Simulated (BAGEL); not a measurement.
# One shape, several levels: [HF2]− (SMILES F[H-]F)

Aim: a comparison of 4 runs (B3LYP/6-31G*, B3LYP/cc-pVTZ, PBE0/cc-pVTZ, RI-MP2/cc-pVTZ) of [HF2]−. 

The calculation is run with BAGEL 1.2.2.

3 further runs of the same task are left out: 3 set aside as unsound or not needed. Runs told in other sessions of the task aren't counted.

### Step 1. Starting point

[HF2]−: 3 atoms, total charge -1, spin state singlet. As SMILES, `F[H-]F`. The shape is that of a PBE0-D4/def2-TZVPD optimisation.

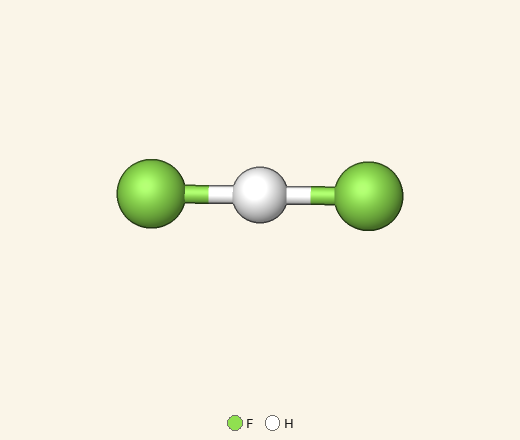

The structure, seen from a chosen angle (fluorine green, hydrogen white).

### Step 2. A single-point energy at B3LYP/6-31G(d) (density fitting with qzvpp-jkfit, spherical functions) (run 1)

Contents of input.json:

```json
{ "bagel" : [

{
  "title" : "molecule",
  "basis" : "6-31gs.json",
  "df_basis" : "qzvpp-jkfit",
  "angstrom" : true,
  "geometry" : [
    { "atom" : "F", "xyz" : [   -0.973200,    0.344400,   -0.491000 ] },
    { "atom" : "H", "xyz" : [    0.000000,    0.000000,    0.000000 ] },
    { "atom" : "F", "xyz" : [    0.973200,   -0.344400,    0.491000 ] }
  ]
},
{
  "title" : "ks",
  "xc_func" : "b3lyp",
  "charge" : -1
},
{
  "title" : "print",
  "file" : "orbitals.molden",
  "orbitals" : true
}

]}
```

The basis set 6-31G* is read from a file made from the Basis Set Exchange's data (not shown).

Started as:

```console
$ BAGEL_NUM_THREADS=1 BAGEL input.json > input.out
```

The log of the run:

```text
* using 1 threads per process

  ===============================================================
  ===============================================================

  *** Geometry ***

  { "atom" : "F", "xyz" : [     -1.839081,      0.650822,     -0.927856 ] },
  { "atom" : "H", "xyz" : [      0.000000,      0.000000,      0.000000 ] },
  { "atom" : "F", "xyz" : [      1.839081,     -0.650822,      0.927856 ] },

  Number of auxiliary basis functions:      172

  Since a DF basis is specified, we compute 2- and 3-index integrals:
    o Being stored without compression. Storage requirement is 0.001 GB

  Number of basis functions:       30
  Number of electrons      :       19

    * METHOD: MOLECULE                             0.02

  *** Kohn-Sham DFT ***

    * Removing 2326 points whose weight is below 1.00e-10
    * Grid points: 42392

  === Nuclear Repulsion ===
    27.0801256169

       - DIIS with orbital gradients will be used.

  === KS iteration (b3lyp / 6-31gs.json) ===
      0       -187.62179017          0.22909711           0.05
      1       -189.59162096          0.25618771           0.04
      2       -194.30312799          0.21954145           0.04
      3       -200.22902433          0.02680665           0.04
      4       -200.27427581          0.00873363           0.04
      5       -200.27975375          0.00280435           0.04
      6       -200.28032541          0.00038912           0.03
      7       -200.28033683          0.00001081           0.04
      8       -200.28033684          0.00000025           0.04
      9       -200.28033684          0.00000001           0.04
    * SCF iteration converged.

    * Permanent dipole moment:
           (    0.000000,    -0.000000,     0.000000) a.u.

    * METHOD: KS                                   0.45

    * METHOD: PRINT                                0.00

  ===============================================================
```

Run time: 0.64 s. Hardware: 1 thread of Arm Neoverse V1, shared host.

### Step 3. A single-point energy at B3LYP/cc-pVTZ (density fitting with qzvpp-jkfit) (run 2)

Contents of calc.json:

```json
{ "bagel" : [

{
  "title" : "molecule",
  "basis" : "cc-pvtz.json",
  "df_basis" : "qzvpp-jkfit",
  "angstrom" : "true",
  "geometry" : [
    { "atom" : "F", "xyz" : [      -0.973200,       0.344400,      -0.491000 ] },
    { "atom" : "H", "xyz" : [       0.000000,       0.000000,       0.000000 ] },
    { "atom" : "F", "xyz" : [       0.973200,      -0.344400,       0.491000 ] }
  ]
},

{ "title" : "ks", "xc_func" : "b3lyp", "charge" : -1 },

{ "title" : "print", "file" : "orbitals.molden", "orbitals" : "true" }

]}
```

The basis set cc-pVTZ is read from a file made from the Basis Set Exchange's data (not shown).

Started as:

```console
$ BAGEL_NUM_THREADS=1 BAGEL calc.json > calc.out
```

The log of the run:

```text
* using 1 threads per process

  ===============================================================
  ===============================================================

  *** Geometry ***

  { "atom" : "F", "xyz" : [     -1.839081,      0.650822,     -0.927856 ] },
  { "atom" : "H", "xyz" : [      0.000000,      0.000000,      0.000000 ] },
  { "atom" : "F", "xyz" : [      1.839081,     -0.650822,      0.927856 ] },

  Number of auxiliary basis functions:      172

  Since a DF basis is specified, we compute 2- and 3-index integrals:
    o Being stored without compression. Storage requirement is 0.008 GB

  Number of basis functions:       74
  Number of electrons      :       19

    * METHOD: MOLECULE                             0.04

  *** Kohn-Sham DFT ***

    * Removing 2326 points whose weight is below 1.00e-10
    * Grid points: 42392

  === Nuclear Repulsion ===
    27.0801256169

       - DIIS with orbital gradients will be used.

  === KS iteration (b3lyp / cc-pvtz.json) ===
      0       -171.03261446          0.17361941           0.10
      1       -181.94937986          0.16943858           0.08
      2       -189.27811078          0.13562966           0.08
      3       -200.38954169          0.00970032           0.08
      4       -200.42229781          0.00338187           0.08
      5       -200.42390419          0.00160439           0.08
      6       -200.42457582          0.00063554           0.08
      7       -200.42469969          0.00007230           0.08
      8       -200.42470127          0.00000299           0.08
      9       -200.42470127          0.00000022           0.08
     10       -200.42470127          0.00000001           0.07
    * SCF iteration converged.

    * Permanent dipole moment:
           (    0.000000,    -0.000000,     0.000000) a.u.

    * METHOD: KS                                   1.03

    * METHOD: PRINT                                0.01

  ===============================================================
```

It took 1.2 s on 1 thread of Arm Neoverse V1, shared host; peak memory 0.17 GiB.

Run 3 isn't shown in full; the table further down has it.

### Step 4. The energy at RI-MP2/cc-pVTZ (density fitting with qzvpp-jkfit) (run 4)

Contents of input.json:

```json
{ "bagel" : [

{
  "title" : "molecule",
  "basis" : "cc-pvtz.json",
  "df_basis" : "qzvpp-jkfit",
  "angstrom" : "true",
  "geometry" : [
    { "atom" : "F", "xyz" : [   -0.973200,    0.344400,   -0.491000 ] },
    { "atom" : "H", "xyz" : [    0.000000,    0.000000,    0.000000 ] },
    { "atom" : "F", "xyz" : [    0.973200,   -0.344400,    0.491000 ] }
  ]
},
{
  "title" : "hf",
  "charge" : -1
},
{
  "title" : "mp2",
  "charge" : -1,
  "ncore" : 2
}

]}
```

The basis set cc-pVTZ is read from a file made from the Basis Set Exchange's data (not shown).

Started as:

```console
$ BAGEL_NUM_THREADS=1 BAGEL input.json > input.out
```

The log of the run:

```text
* using 1 threads per process

  ===============================================================
  ===============================================================

  *** Geometry ***

  { "atom" : "F", "xyz" : [     -1.839081,      0.650822,     -0.927856 ] },
  { "atom" : "H", "xyz" : [      0.000000,      0.000000,      0.000000 ] },
  { "atom" : "F", "xyz" : [      1.839081,     -0.650822,      0.927856 ] },

  Number of auxiliary basis functions:      172

  Since a DF basis is specified, we compute 2- and 3-index integrals:
    o Being stored without compression. Storage requirement is 0.008 GB

  Number of basis functions:       74
  Number of electrons      :       19

    * METHOD: MOLECULE                             0.04

  *** RHF ***

  === Nuclear Repulsion ===
    27.0801256169

      * DIIS with orbital gradients will be used.

  === RHF iteration (cc-pvtz.json) ===
      0       -199.24979913          0.02975534           0.01
      1       -199.44723196          0.01881561           0.01
      2       -199.55964926          0.00046317           0.01
      3       -199.55973196          0.00009136           0.01
      4       -199.55973498          0.00001069           0.01
      5       -199.55973506          0.00000204           0.01
      6       -199.55973506          0.00000030           0.01
      7       -199.55973506          0.00000004           0.01
      8       -199.55973506          0.00000001           0.01
      9       -199.55973506          0.00000000           0.01
    * SCF iteration converged.

    * Permanent dipole moment:
           (   -0.000000,     0.000000,    -0.000000) a.u.

    * METHOD: HF                                   0.12

  *** RHF ***

  === Nuclear Repulsion ===
    27.0801256169

      * DIIS with orbital gradients will be used.

  === RHF iteration (cc-pvtz.json) ===
      0       -199.55973506          0.00000000           0.01
    * SCF iteration converged.

    * Permanent dipole moment:
           (   -0.000000,     0.000000,    -0.000000) a.u.

  === DF-MP2 calculation ===

    * freezing 2 orbitals
    * 3-index integral transformation done
    * assembly done

      MP2 correlation energy:   -0.5530958867      0.01

      MP2 total energy:       -200.1128309458

    * METHOD: MP2                                  0.03

  ===============================================================
```

Run time: 0.36 s. Hardware: 1 thread of Arm Neoverse V1, shared host.

### Step 5. All runs side by side

| run | level | frozen core orbitals | energy (Eh) | HOMO energy (eV) | LUMO energy (eV) | HOMO–LUMO gap (eV) | wall time |
| --- | --- | --- | --- | --- | --- | --- | --- |
| 1 | B3LYP/6-31G* (density fitting with qzvpp-jkfit, spherical functions) | – | -200.280337 | -0.15 | 14.18 | 14.32 | 0.64 s |
| 2 | B3LYP/cc-pVTZ (density fitting with qzvpp-jkfit) | – | -200.424701 | -1.51 | 10.05 | 11.56 | 1.2 s |
| 3 | PBE0/cc-pVTZ (density fitting with qzvpp-jkfit) | – | -200.226333 | -1.83 | 10.54 | 12.38 | 1.2 s |
| 4 | RI-MP2/cc-pVTZ (density fitting with qzvpp-jkfit) | 2 | -200.112831 | – | – | – | 0.36 s |

### Step 6. Outcome

```
                                          quantity          value
                               run 4: total energy  -200.11283 Eh
run 4: correlation energy (2 core orbitals frozen)     -553.1 mEh
```

What this shows: Over runs 1, 2, 3 the HOMO–LUMO gap runs from 11.56 eV (B3LYP/cc-pVTZ) to 14.32 eV (B3LYP/6-31G*). The empty levels of an anion lie above zero and hang on the basis. Totals of different functionals can't be ranked against each other. All runs together took 3.5 s, the longest 1.2 s.
